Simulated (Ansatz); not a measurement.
## BaMg2AsP (built on the sites of a database entry of BaMg2P2): the cell at rest

Task: relax BaMg2AsP (built on the sites of a database entry of BaMg2P2) tightly.

Calculated with Ansatz 0.2.0; DFT LDA, scalar-relativistic, plane waves, PAW.

The structure was built from a prototype and need not be the compound's stable phase.

**1. Set-up**

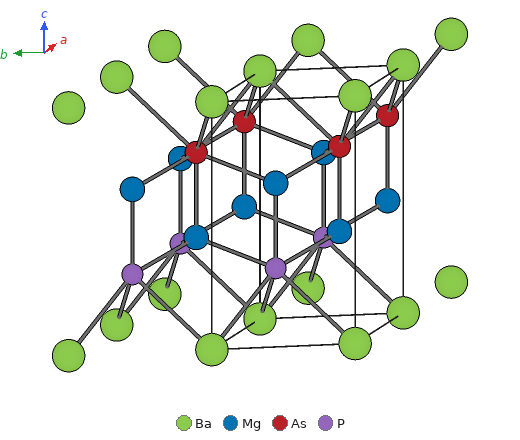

The cell as given, from a free direction (barium green, magnesium blue, arsenic red, phosphorus purple). 2×2×1 cells are drawn. Bonds to atoms that aren't drawn are left out. Some periodic images of atoms are drawn too.

**2. A coarse first look**

First a cheap look: the gap decides the mesh and the occupations, the pressure tells how far the cell has to move.

File input.yaml:

```yaml
crystal:
  lattice:
    - [4.40383, 0.0, 0.0]
    - [-2.20191, 3.81383, 0.0]
    - [0.0, 0.0, 7.67821]
  atoms:
    - { symbol: Ba, position: [0.0, 0.0, 0.0] }
    - { symbol: Mg, position: [0.66666667, 0.33333333, 0.37813727] }
    - { symbol: Mg, position: [0.33333333, 0.66666667, 0.62186273] }
    - { symbol: As, position: [0.66666667, 0.33333333, 0.72124853] }
    - { symbol: P, position: [0.33333333, 0.66666667, 0.27875147] }
kpoints:
  mp_grid: { grid: [6, 6, 4] }
hamiltonian:
  xc: lda
scf:
  occupations: { method: gaussian, width: 0.1 }
output:
  forces: true
  stress: true
  eigenvalues: true
```

Command:

```sh
ansatz run input.yaml --threads 8 --pin off --max-ram 14336MiB --backend cpu --events-out ev --progress --plain --runs-dir out
```

Numbers of over 12 decimals in the logs are rounded to 6 here.

Output:

```text
Engine: ansatz 0.2.0, x86_64-unknown-linux-gnu
Pseudopotentials: kind: paw
Pseudopotential: Ba, paw, valence charge 10, recommended cutoff 420 eV (normal), Ba.paw.azcp
Pseudopotential: Mg, paw, valence charge 10, recommended cutoff 420 eV (normal), Mg.paw.azcp
Pseudopotential: As, paw, valence charge 15, recommended cutoff 420 eV (normal), As.paw.azcp
[...]
k-point 0: bands = [... 21 lower, 5.7207, 6.4704, 6.5507, 6.5507, 8.0801, 8.9023, 9.0216, 9.8705, ... 1 higher]
  k-point 1: bands = [... 21 lower, 5.8134, 5.8134, 6.3879, 6.3879, 8.5956, 8.9980, 9.4265, 9.7392, ... 1 higher]
  k-point 2: bands = [... 21 lower, 6.0485, 6.0485, 6.0885, 6.0885, 8.5381, 9.3869, 9.6358, 9.6358, ... 1 higher]
  k-point 23: bands = [... 21 lower, 4.2907, 4.7481, 5.2966, 5.3067, 9.1056, 9.1114, 10.6922, 10.9777, ... 1 higher]
[key lines of the parts left out:]
SCF converged after 7 iterations
Free energy (F): -15087.275864 eV
Fermi energy:    7.046557 eV
P = ⅓ Tr σ = -1.9979 GPa (-19.979 kbar)
```

It took 0.85 s on 8 threads of Intel Xeon 6975P-C (Granite Rapids), shared host; peak memory 0.56 GiB.

This step gave:

| Property | Result |
| --- | --- |
| pressure | -1.998 GPa |
| gap on the k-mesh | 0.9958 eV |
| volume per atom | 25.79 Å³ |
| direct gap on mesh | 1.529 eV |

The coarse mesh shows a gap of 1.00 eV and a pressure of -2.0 GPa.

**3. Relaxation**

The cell and atoms are relaxed, since residual forces and stress would shift the frequencies.

Changes to input.yaml since step 2:

```diff
@@ -16,3 +16,3 @@
 scf:
-  occupations: { method: gaussian, width: 0.1 }
+  occupations: { method: gaussian, width: 0.02 }
 output:
@@ -21 +21,6 @@
   eigenvalues: true
+relax:
+  adjacent_minimum: "off"
+  f_tol: 0.005
+  max_steps: 80
+  cell: { stress_tol: 0.05 }
```

Output:

```text
[...]
Crystal: 5 atoms, lattice volume = 128.959 Å³
Basis set: ecut = 420 eV, 2527 PW (Γ)
Bands: 30, of which v1, the nominal top of the filled ones, is band 25 counted from 1 (24 counted from 0)
Symmetry: 6 space group operations
[...]
k-points: 24 of 144 (time reversal used)
[...]
SCF iter   1: F=—  HF=-15087.290836 eV  |F-HF|=—  |Δ(HF+E_count)|=         —  Δρ=5.46e-3  dr2=3.24e-2  ethr=1.77e-3  ⟨swp⟩=8.9  Hψ=3738  notcnv=0
[...]
SCF iter   7: F=-15087.275864 eV  HF=-15087.275864 eV  |F-HF|=3.22e-8  |Δ(HF+E_count)|=   2.21e-7  Δρ=4.95e-6  dr2=5.82e-8  ethr=2.00e-10  ⟨swp⟩=11.2  Hψ=4061  notcnv=0
SCF 1 converged in 7 iterations: F = -15087.275864 eV  dr2 = 5.82e-8
[...]
relax step   1: F+E_penalty+E_count = -15087.27586446 eV  Δ(F+E_penalty+E_count) = +0.000e0 eV  max|allowed force component| = 4.307e-1 eV/Å  Δτ_max = 0.0000 Å  P = -1.998 GPa  Ω = 128.959 Å³  (7 SCF iters, dr2 threshold 1.00e-7 eV, accepted)
Crystal: 5 atoms, lattice volume = 121.785 Å³
Basis set: ecut = 420 eV, 2395 PW (Γ)
[...]
iter 1 solved again at ethr=1.87e-4 eV; its pass at ethr=3.10e-3 eV (dr2=9.37e-2 eV) is discarded
[...]
SCF iter   7: F=-15087.328560 eV  HF=-15087.328560 eV  |F-HF|=9.76e-8  |Δ(HF+E_count)|=   1.34e-7  Δρ=6.61e-6  dr2=7.24e-8  ethr=1.00e-9  ⟨swp⟩=6.0  Hψ=3301  notcnv=0
SCF 2 converged in 7 iterations: F = -15087.328560 eV  dr2 = 7.24e-8
relax step   2: F+E_penalty+E_count = -15087.32856032 eV  Δ(F+E_penalty+E_count) = -5.270e-2 eV  max|allowed force component| = 2.507e-1 eV/Å  Δτ_max = 0.0953 Å  P = +0.639 GPa  Ω = 121.785 Å³  energy of the carried Pulay correction = +6.359e-4 eV  (7 SCF iters, dr2 threshold 5.00e-7 eV, accepted)
Crystal: 5 atoms, lattice volume = 123.681 Å³
Basis set: ecut = 420 eV, 2431 PW (Γ)
[...]
SCF iter   6: F=-15087.343648 eV  HF=-15087.343648 eV  |F-HF|=6.18e-8  |Δ(HF+E_count)|=   2.37e-7  Δρ=5.73e-6  dr2=8.16e-8  ethr=1.00e-9  ⟨swp⟩=7.0  Hψ=3696  notcnv=0
SCF 3 converged in 6 iterations: F = -15087.343648 eV  dr2 = 8.16e-8
relax step   3: F+E_penalty+E_count = -15087.34364829 eV  Δ(F+E_penalty+E_count) = -1.509e-2 eV  max|allowed force component| = 1.790e-2 eV/Å  Δτ_max = 0.0363 Å  P = -0.128 GPa  Ω = 123.681 Å³  energy of the carried Pulay correction = +4.643e-4 eV  (6 SCF iters, dr2 threshold 5.00e-7 eV, accepted)
[...]
relax step   4: F+E_penalty+E_count = -15087.34403097 eV  Δ(F+E_penalty+E_count) = -3.827e-4 eV  max|allowed force component| = 1.132e-2 eV/Å  Δτ_max = 0.0050 Å  P = -0.009 GPa  Ω = 123.413 Å³  energy of the carried Pulay correction = +4.884e-4 eV  (4 SCF iters, dr2 threshold 9.54e-8 eV, accepted)
[...]
relax step   5: F+E_penalty+E_count = -15087.34403439 eV  Δ(F+E_penalty+E_count) = -3.415e-6 eV  max|allowed force component| = 8.782e-3 eV/Å  Δτ_max = 0.0024 Å  P = -0.005 GPa  Ω = 123.404 Å³  energy of the carried Pulay correction = +4.892e-4 eV  (5 SCF iters, dr2 threshold 8.01e-9 eV, accepted)
[...]
relax step   6: F+E_penalty+E_count = -15087.34404911 eV  Δ(F+E_penalty+E_count) = -1.472e-5 eV  max|allowed force component| = 3.670e-4 eV/Å  Δτ_max = 0.0012 Å  P = -0.000 GPa  Ω = 123.392 Å³  energy of the carried Pulay correction = +4.903e-4 eV  (4 SCF iters, dr2 threshold 4.82e-9 eV, accepted)
[...]
SCF iter   1: F=—  HF=-15087.343636 eV  |F-HF|=—  |Δ(HF+E_count)|=         —  Δρ=2.29e-5  dr2=8.91e-8  ethr=1.56e-6  ⟨swp⟩=3.0  Hψ=5404  notcnv=0
eigensolver tolerance schedule: the retry pair's looser diagonalisation over-reported the residual by 8762.17 of it (diagonalisation noise at an unbounded share of the residual, at the tolerance the schedule requests for it); recorded, not acted on — ethr = c·dr2/N_el stays at c = 1.0e-1
[...]
SCF iter   2: F=—  HF=-15087.343640 eV  |F-HF|=—  |Δ(HF+E_count)|=   4.22e-6  Δρ=1.34e-5  dr2=6.83e-8  ethr=1.78e-10  ⟨swp⟩=4.0  Hψ=2084  notcnv=0
[...]
SCF iter   5: F=-15087.343640 eV  HF=-15087.343640 eV  |F-HF|=1.09e-11  |Δ(HF+E_count)|=  5.09e-11  Δρ=1.16e-7  dr2=1.40e-11  ethr=1.00e-12  ⟨swp⟩=7.2  Hψ=3741  notcnv=0
SCF 7 converged in 5 iterations: F = -15087.343640 eV  dr2 = 1.40e-11
relax step   7: F+E_penalty+E_count = -15087.34364006 eV  Δ(F+E_penalty+E_count) = +4.091e-4 eV  max|allowed force component| = 3.515e-4 eV/Å  Δτ_max = 0.0000 Å  P = -0.004 GPa  Ω = 123.392 Å³  stress off target by 5.04e-3 GPa  SCF on the basis re-selected at this cell (its energy is not comparable with the rows above)  (5 SCF iters)
basis re-selected at this cell: Δ(F+E_penalty+E_count) = +4.091e-4 eV, ΔP = -0.003 GPa vs the last step (what re-selecting the basis moved, of the pressure what is left beyond the Pulay correction that the steps carried, after the strain that the cell walked since its last selection, with what the two solves' SCF thresholds leave and, on support functions, any second-order correction that the steps lacked; it is no m [...]
SCF converged after 5 iterations
Free energy (F): -15087.343640 eV
[...]
Internal energy: -15087.343640 eV  (E = F + TS)
E sigma→0 (E₀):  -15087.343640 eV
Fermi energy:    7.479181 eV
[...]
--- Forces (eV/Å), atoms counted from 1 ---
  atom   1  Ba     0.00000000     0.00000000     0.00035127
  atom   2  Mg    -0.00000000     0.00000000     0.00009488
  atom   3  Mg     0.00000000     0.00000000    -0.00017841
  atom   4  As    -0.00000000     0.00000000    -0.00021787
  atom   5  P      0.00000000     0.00000000    -0.00005082
  max |Σ_I F_I| component: 9.40e-7 eV/Å
--- Stress (GPa, compression-positive) ---
       -0.003027       0.000000      -0.000000
        0.000000      -0.003027       0.000000
       -0.000000       0.000000      -0.005036
  P = ⅓ Tr σ = -0.0037 GPa (-0.037 kbar)
--- Band table (eV; the first three rows and the last of 24) ---
  k-point 0: bands = [... 21 lower, 6.0289, 6.9377, 6.9809, 6.9809, 8.7358, 9.3767, 9.5824, 10.3248, ... 1 higher]
  k-point 1: bands = [... 21 lower, 6.1160, 6.1160, 6.8162, 6.8162, 9.1465, 9.6552, 9.9606, 10.1768, ... 1 higher]
  k-point 2: bands = [... 21 lower, 6.2636, 6.2636, 6.5979, 6.5979, 9.0684, 9.9840, 10.0620, 10.0620, ... 1 higher]
  k-point 23: bands = [... 21 lower, 4.7263, 5.0981, 5.6480, 5.7187, 9.5754, 9.6786, 11.0231, 11.4690, ... 1 higher]
--- Relaxed structure (6 steps of the walk, 6 accepted, 1 SCFs on fresh bases) ---
  F+E_penalty+E_count = -15087.34364006 eV   max|allowed force component| = 3.515e-4 eV/Å   (the final SCF, on the basis selected at the relaxed cell)
  cell:  # Å, volume = 123.3919 Å³
    - [4.358441, -2.856998027807461e-6, 4.6105539942774374e-18]
    - [-2.179218, 3.774522, -2.30527394603677e-18]
    - [8.03863808031196e-18, 0, 7.500562]
  atoms:
    - { symbol: Ba, position: [-2.79851584019553e-19, 0, 0.0043372] }
    - { symbol: Mg, position: [0.666667, 0.333333, 0.372354] }
    - { symbol: Mg, position: [0.333333, 0.666667, 0.620315] }
    - { symbol: As, position: [0.666667, 0.333333, 0.729677] }
    - { symbol: P, position: [0.333333, 0.666667, 0.273317] }
```

Wall time 5.5 s (8 threads); peak memory 0.62 GiB; 35 s of CPU time.

Step by step:

```
step  energy less that of the first step (eV)  largest force component (eV/Å)  pressure (GPa)  volume (Å³)
   1                                   0.0000                          0.4307           -2.00       128.96
   2                                  -0.0527                          0.2507            0.64       121.79
   3                                  -0.0678                          0.0179           -0.13       123.68
   4                                  -0.0682                          0.0113           -0.01       123.41
   5                                  -0.0682                          0.0088            0.00       123.40
   6                                  -0.0682                          0.0004            0.00       123.39
  7*                                  -0.0678                          0.0004            0.00       123.39
```

Relaxation steps marked * repeat the geometry before them on a plane-wave basis chosen anew for their cell, so energy and pressure can jump there.

Forces are held to the 6 operations that the run works with; a distortion that breaks them can't arise in this run.

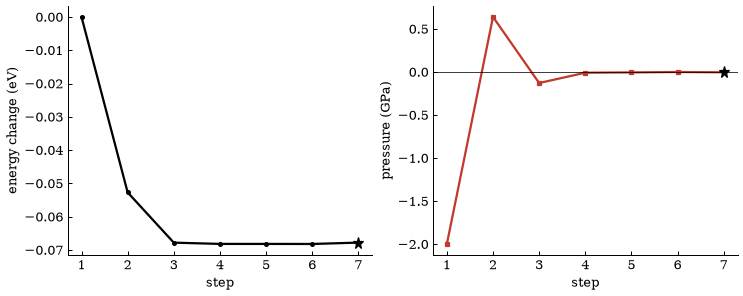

Energy and pressure along the relaxation. Stars mark steps on a basis chosen anew.

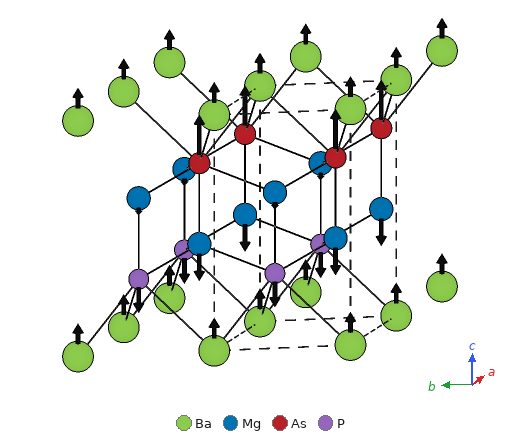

Displacements in the relaxation, exaggerated, measured against the changing cell; the longest in the cell stands for 0.06 Å. Bonds to atoms that aren't drawn are left out. 2×2×1 cells are drawn. Some periodic images of atoms are drawn too.

```
conventional cell, symmetrised  before  after  change
                         a (Å)   4.404  4.358  -1.0 %
                         b (Å)   4.404  4.358  -1.0 %
                         c (Å)   7.678  7.501  -2.3 %
              volume (Å³/atom)   25.79  24.68  -4.3 %
```

The atoms that moved most (Å, as changes of fractional coordinates times the final cell):

| atom | dx | dy | dz | length |
| --- | --- | --- | --- | --- |
| As4 | 0.000 | 0.000 | 0.063 | 0.063 |
| Mg2 | 0.000 | 0.000 | -0.043 | 0.043 |
| P5 | 0.000 | 0.000 | -0.041 | 0.041 |
| Ba1 | 0.000 | 0.000 | 0.033 | 0.033 |
| Mg3 | 0.000 | 0.000 | -0.012 | 0.012 |

The relaxed structure:

```cif
data_structure
_symmetry_space_group_name_H-M 'P 1'
_symmetry_Int_Tables_number 1
_cell_length_a 4.3584
_cell_length_b 4.3584
_cell_length_c 7.5006
_cell_angle_alpha 90.000
_cell_angle_beta 90.000
_cell_angle_gamma 120.000
_cell_volume 123.39
loop_
_atom_site_label
_atom_site_type_symbol
_atom_site_fract_x
_atom_site_fract_y
_atom_site_fract_z
_atom_site_occupancy
Ba1 Ba 0.00000 0.00000 0.00434 1
Mg2 Mg 0.66667 0.33333 0.37235 1
Mg3 Mg 0.33333 0.66667 0.62031 1
As4 As 0.66667 0.33333 0.72968 1
P5 P 0.33333 0.66667 0.27332 1
```

This step gave:

* pressure: -0.003697 GPa
* gap on the k-mesh: 0.9967 eV
* volume per atom: 24.68 Å³
* direct gap on mesh: 1.629 eV

In this step the volume went from 25.79 to 24.68 Å³/atom.

**4. Tight relaxation**

Phonons need a cell at rest on their own settings, so the relaxation is repeated with tight tolerances on forces and stress on the k mesh and occupations of the first response run.

File input.yaml:

```yaml
crystal:
  lattice:
    - [4.3584411462, -2.857e-06, 0.0]
    - [-2.1792180989, 3.774522182, 0.0]
    - [0.0, 0.0, 7.5005619047]
  atoms:
    - { symbol: Ba, position: [0.0, 0.0, 0.0043372039] }
    - { symbol: Mg, position: [0.6666666667, 0.3333333333, 0.3723536137] }
    - { symbol: Mg, position: [0.3333333333, 0.6666666667, 0.6203148749] }
    - { symbol: As, position: [0.6666666667, 0.3333333333, 0.7296768787] }
    - { symbol: P, position: [0.3333333333, 0.6666666667, 0.2733174288] }
kpoints:
  mp_grid: { grid: [6, 6, 4] }
hamiltonian:
  xc: lda
scf:
  occupations: { method: fixed }
output:
  forces: true
  stress: true
  eigenvalues: true
  write_density: true
  write_potential: true
  elf: true
  volumetric_format: npy
relax:
  adjacent_minimum: "off"
  f_tol: 0.001
  max_steps: 60
  cell: { stress_tol: 0.01 }
```

Output:

```text
[...]
Crystal: 5 atoms, lattice volume = 123.392 Å³
Basis set: ecut = 420 eV, 2431 PW (Γ)
Bands: 30, of which v1, the nominal top of the filled ones, is band 25 counted from 1 (24 counted from 0)
[... 1 set-up line as in the run before ...]
[...]
k-points: 24 of 144 (time reversal used)
[...]
cell:  # Å, volume = 123.3919 Å³
    - [4.358441, -2.856980036152279e-6, 0.0]
    - [-2.179218, 3.774522, 0.0]
    - [0.0, 0.0, 7.5005619047]
  atoms:
    - { symbol: Ba, position: [0.0, 0.0, 0.0043372039] }
    - { symbol: Mg, position: [0.666667, 0.333333, 0.372354] }
    - { symbol: Mg, position: [0.333333, 0.666667, 0.620315] }
    - { symbol: As, position: [0.666667, 0.333333, 0.7296768787] }
    - { symbol: P, position: [0.333333, 0.666667, 0.273317] }
[key lines of the parts left out:]
SCF converged after 7 iterations
Free energy (F): -15087.343640 eV
Fermi energy:    6.980936 eV
P = ⅓ Tr σ = -0.0037 GPa (-0.037 kbar)
```

Run time: 1.7 s. Hardware: 8 threads; peak memory 0.61 GiB.

Little changed from the start: no atom moved by 0.005 Å and no cell edge by 0.1 %.

Numbers from this step:

```
pressure : -0.003698 GPa
```

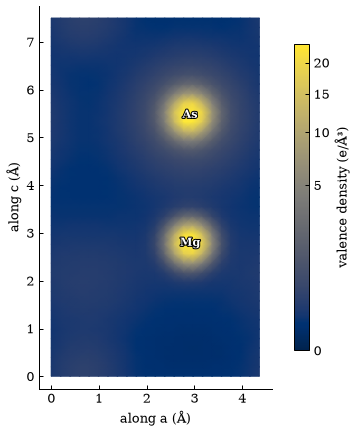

Valence density in the ac plane at fractional y = 0.333, with atoms of Mg and As within 0.2 Å of it. It is the smooth field of the valence electrons, not physical close to the nuclei. The colour scale is stretched toward low values.

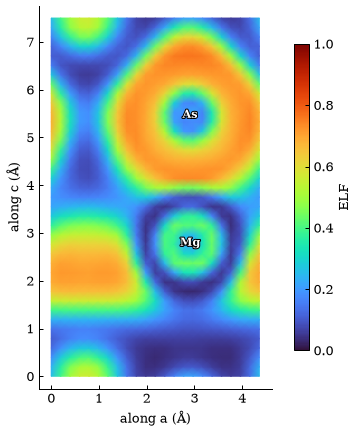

ELF in the ac plane at fractional y = 0.333, with atoms of Mg and As within 0.2 Å of it. It is the smooth field of the valence electrons, not physical close to the nuclei.

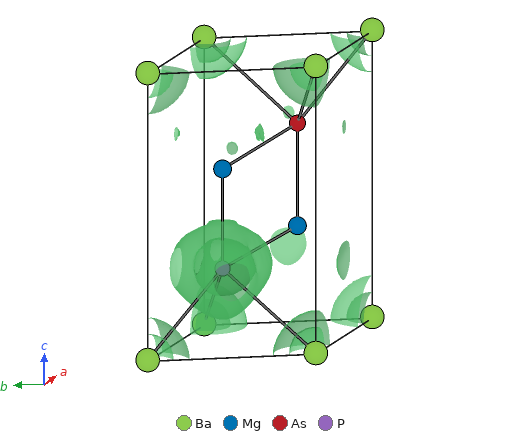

Surface of ELF = 0.8. Bonds to atoms that aren't drawn are left out.

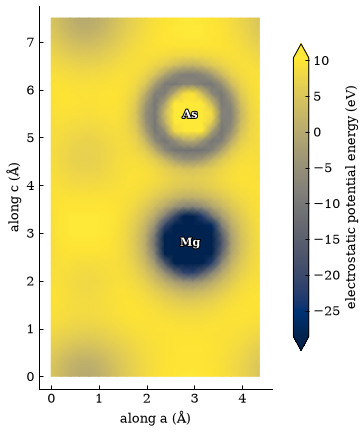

Electrostatic potential energy in the ac plane at fractional y = 0.333, with atoms of Mg and As within 0.2 Å of it. With pseudopotentials it is smooth inside the atoms' cores, unlike the true potential.

The largest force component left is 0.35 meV/Å and the pressure is -0.004 GPa, within the tolerances set. The cell now holds 24.68 Å³/atom.

**5. Outcome**

```yaml
space_group_after_relaxation_within_0p01_a: P3m1
lattice_constant_a: 4.358 Å
lattice_constant_b: 4.358 Å
lattice_constant_c: 7.501 Å
volume_per_atom: 24.7 Å³
gap_on_the_k_mesh: 0.997 eV
```

The largest force component left is 0.35 meV/Å and the pressure is -0.004 GPa, within the tolerances set. The cell now holds 24.68 Å³/atom. The relaxation keeps the symmetry of its start, so it says nothing on stability against lower symmetry. Spin-orbit coupling is left out, which can matter for the heavy elements here. The starting cell was built on a prototype and not taken from a measurement, so the phase need not exist.

[Logs are printed without paths, hosts, clocks, repeated set-up lines and the standing remarks that a program may print on its own settings, such as how far it seeks lower states.]

[Hosts, paths, dates, database ids (printed as entryN), source tags and the programs' standing remarks are cut or masked in the printed files.]
